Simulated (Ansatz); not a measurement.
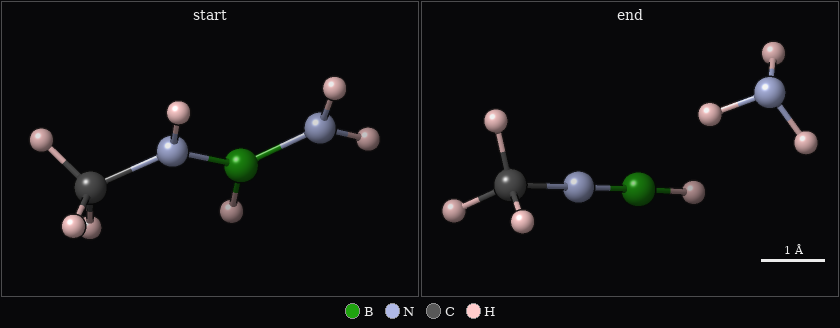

The two relaxed end points of a path for CH₇BN₂. Style: ball-and-stick. Shown from a free direction.

Level of theory: RKS PBE/6-31G* (Ansatz).

Run with 5 movable images; climbing image; force threshold 0.05 eV/Å; iteration limit 60.

Start:
```xyz
11

B     0.3219   -0.8003    0.1736
N     1.6579   -1.2548    0.3602
N    -0.0043    0.5537   -0.1101
C    -1.3399    1.0859   -0.3023
H     0.7345    1.2533   -0.1895
H    -0.5794   -1.6025    0.2612
H     2.4871   -0.6680    0.3052
H     1.8658   -2.2267    0.5625
H    -2.0664    0.2642   -0.2039
H    -1.4760    1.5370   -1.3059
H    -1.6012    1.8581    0.4493
```

End:
```xyz
11

B    -0.7601   -1.1484    0.4444
N     2.5036   -0.4788    0.0989
N    -1.1386   -0.0238    0.0474
C    -1.5828    1.2383   -0.3993
H     1.5926   -0.0124   -0.0010
H    -0.4375   -2.2195    0.8243
H     2.5137   -0.8363    1.0622
H     2.4396   -1.3132   -0.4973
H    -2.6872    1.2787   -0.4511
H    -1.1925    1.4694   -1.4083
H    -1.2506    2.0460    0.2798
```

> Predict the minimum-energy path and its barrier.

Forward barrier 205.5 kJ/mol, backward barrier 0.5 kJ/mol, with image 5 at the top; the reaction energy is +205.1 kJ/mol. Breaking: B1–N2 (1.42 → 3.30 at the top → 3.35 Å), N3–H5 (1.02 → 3.13 at the top → 2.73 Å). Forming: N2–H5 (2.73 → 1.03 at the top → 1.03 Å). The band converged in 44 iterations, with a climbing image at the top.

Energies of the converged images:

```json
{"image": "0", "path (Å)": "0.00", "E (kJ/mol)": "0.0"}
{"image": "1", "path (Å)": "2.45", "E (kJ/mol)": "1.7"}
{"image": "2", "path (Å)": "4.91", "E (kJ/mol)": "0.0"}
{"image": "3", "path (Å)": "7.36", "E (kJ/mol)": "178.7"}
{"image": "4", "path (Å)": "9.81", "E (kJ/mol)": "179.1"}
{"image": "5", "path (Å)": "12.27", "E (kJ/mol)": "205.5"}
{"image": "6", "path (Å)": "14.48", "E (kJ/mol)": "205.1"}
```

The geometry at the top of the path:

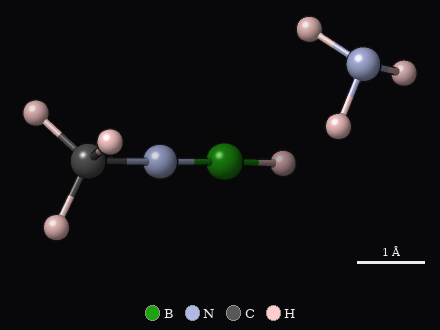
